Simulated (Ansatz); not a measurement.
## Electronic structure of BH5Si···HCl in real space

```yaml
atoms:
  - { symbol: B, position_ang: [-0.7078, -0.8177, -0.0013] }
  - { symbol: Cl, position_ang: [-1.6553, 0.7523, -1.1896] }
  - { symbol: H, position_ang: [-0.5713, -1.6383, -0.8633] }
  - { symbol: H, position_ang: [-1.6248, -0.9768, 0.7541] }
  - { symbol: H, position_ang: [-0.5953, 1.2726, -1.7026] }
  - { symbol: Si, position_ang: [0.9371, 0.1456, 0.6420] }
  - { symbol: H, position_ang: [1.9576, -0.7926, 1.1909] }
  - { symbol: H, position_ang: [0.6768, 1.1881, 1.6765] }
  - { symbol: H, position_ang: [1.5830, 0.8666, -0.5068] }
```

The product side of a reaction path; geometry: PBE0-D4/def2-TZVP.

The calculation used RKS PBE0-D4/def2-TZVPP in Ansatz.

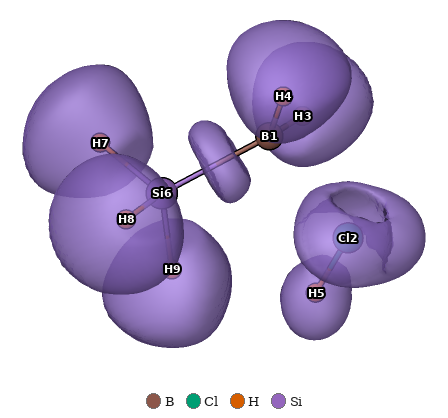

Figure 1. Isosurface of the ELF at 0.85 (purple), seen across its widest extent. Core shells and regions of very low density are left out.

Question: Where are the electrons localised?

Answer: The surface consists of one region between bonded B–Si atoms (shared pairs), six regions around hydrogen nuclei and one region wrapped around Cl (its lone pairs, merged into a ring or cap). Profiles from the grid: B1···Cl2 (2.19 Å): the ELF peaks at about 0.90 between the atoms. Si–B (2.01 Å): the ELF peaks at about 1 between the atoms; localised, covalent bonding.

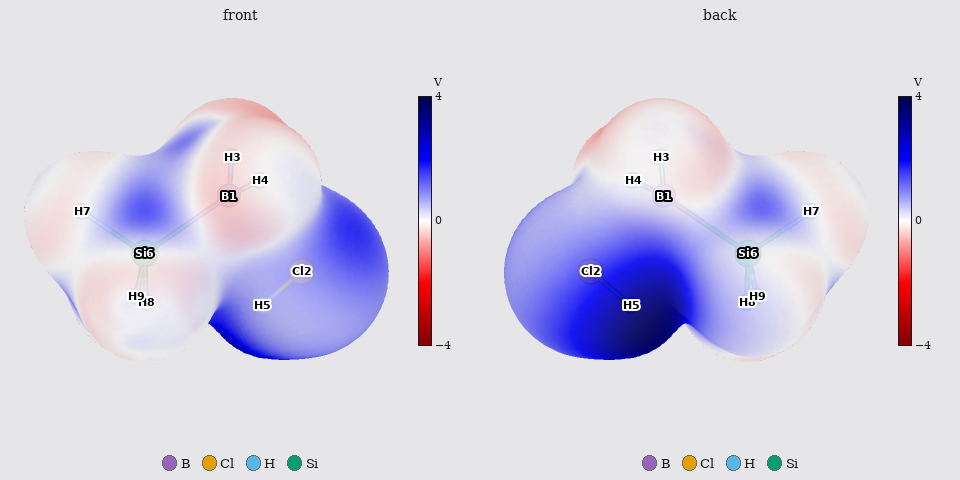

Figure 2. The electrostatic potential painted on the density surface at 0.004 e/bohr³, seen from the front and from behind; the colour scale runs from red (negative) to blue (positive).

Question: Describe the electrostatic potential map.

Answer: The most negative region (about −0.7 V) lies over H4, the most positive (about +3.8 V) over H5.

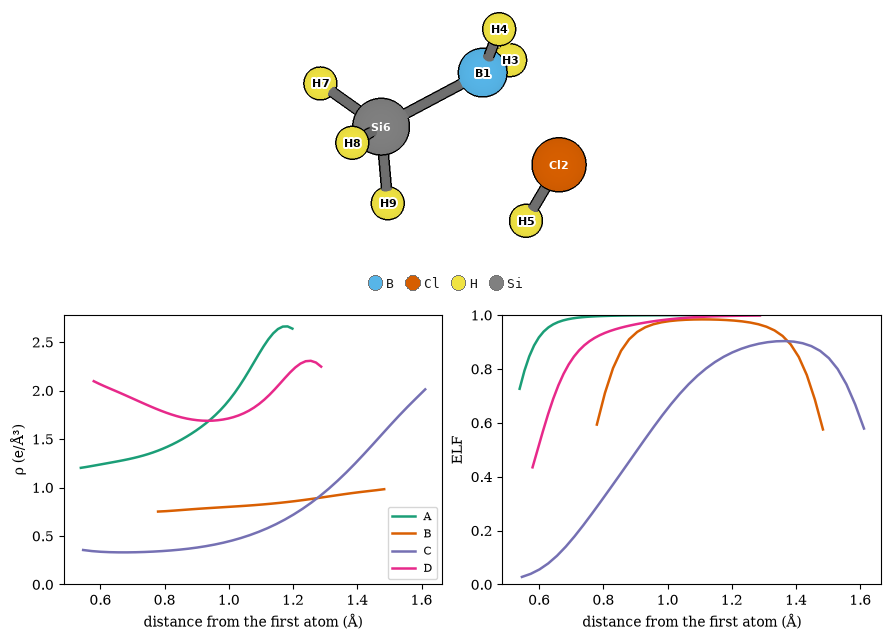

Figure 3. Electron density and ELF along straight lines between neighbouring atoms. The curves leave out the atomic cores. The structure is drawn too.

Question: Which curve belongs to which contact (B–Cl, B–H, Cl–H and Si–B)? The first atom named is at distance zero.

Answer: Curve A: B–H (1.20 Å): ρ at the midpoint is about 1.2 e/Å³; the ELF climbs to about 1 towards the hydrogen, as it does in any bond to H: an ordinary covalent bond to hydrogen. Curve B: Si–B (2.01 Å): ρ is about 0.8 e/Å³ halfway; the ELF peaks at about 1 between the atoms; a shared electron pair. Curve C: B1···Cl2 (2.19 Å): the density falls to about 0.33 e/Å³ on the way; the ELF peaks at about 0.90 between the atoms. Curve D: Cl–H (1.29 Å): the density is about 2 e/Å³ at the midpoint; the ELF climbs to about 1 towards the hydrogen.

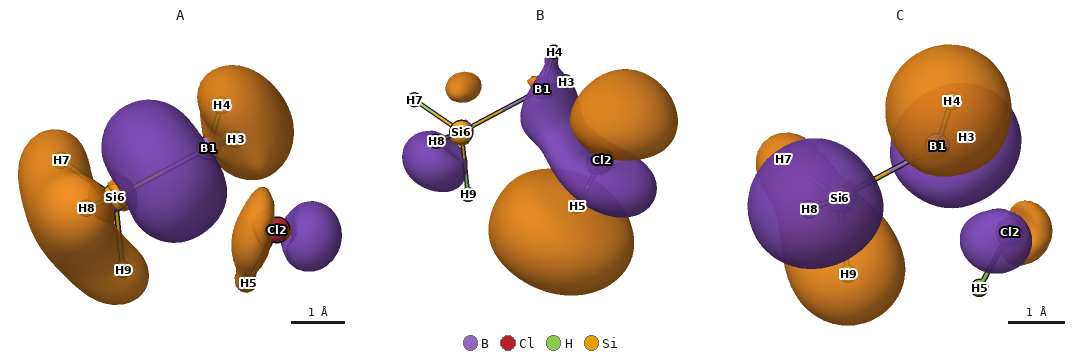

Figure 4. Three frontier orbitals at ±0.08 Å⁻³ᐟ² (orange and purple are the two phases), in no order.

Question: Which picture is the HOMO−1, the HOMO and the LUMO?

Answer: C is the HOMO−1 (−8.86 eV). Its weight (Hirshfeld) is mainly on B1 (about 20 %), Si6 (about 20 %), H8 (about 15 %), H4 (about 15 %), H3 (about 15 %) and H9 (about 10 %). A is the HOMO (−7.85 eV). By Hirshfeld shares it lies mainly on Si6 (about 35 %), B1 (about 35 %) and H3 (about 5 %). B is the LUMO (−0.66 eV). It lies mainly on Cl2 (about 40 %), H5 (about 40 %) and Si6 (about 10 %).

Question: What is the HOMO–LUMO gap?

Answer: 7.19 eV between the orbital energies.
